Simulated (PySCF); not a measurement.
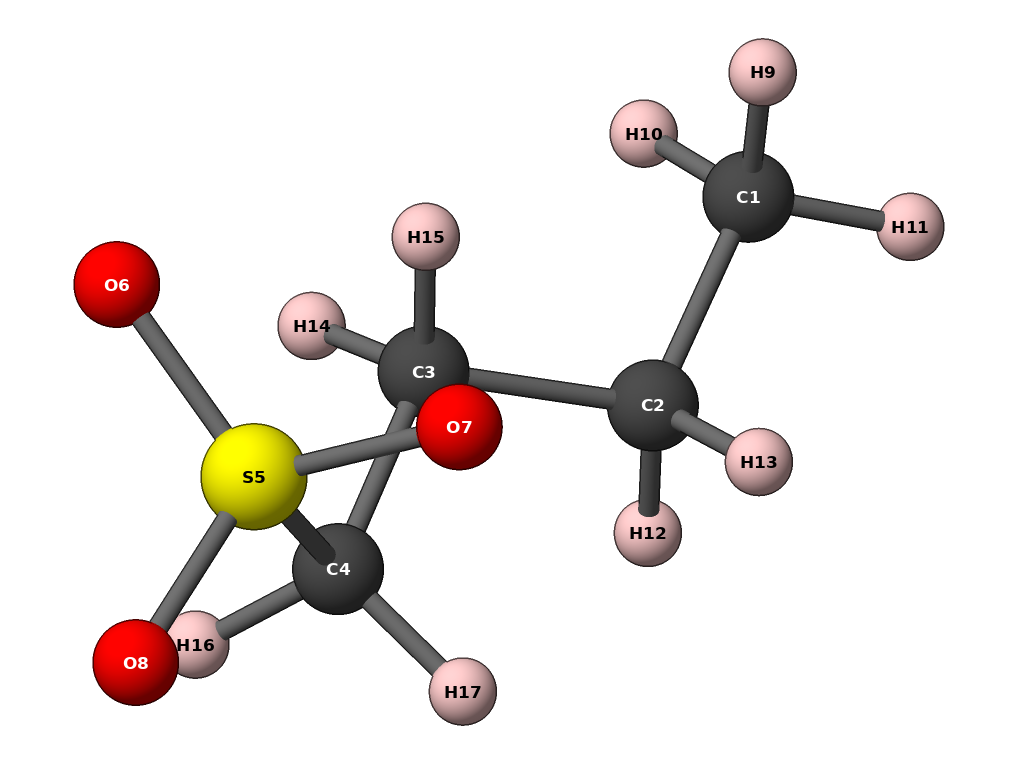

The questions are on isotropic NMR shieldings of the O atoms. Charge −1, singlet. Geometry: an image of a reaction path computed with GFN2-xTB, not a minimum. Level of theory: GIAO PBE0/pcSseg-1 NMR shielding, non-relativistic, gas phase (PySCF 2.14.0).

List the isotropic NMR shieldings of the O atoms.

| atom | σ (ppm) |
| --- | --- |
| O6 | 119.1 |
| O7 | 120.5 |
| O8 | 116.2 |
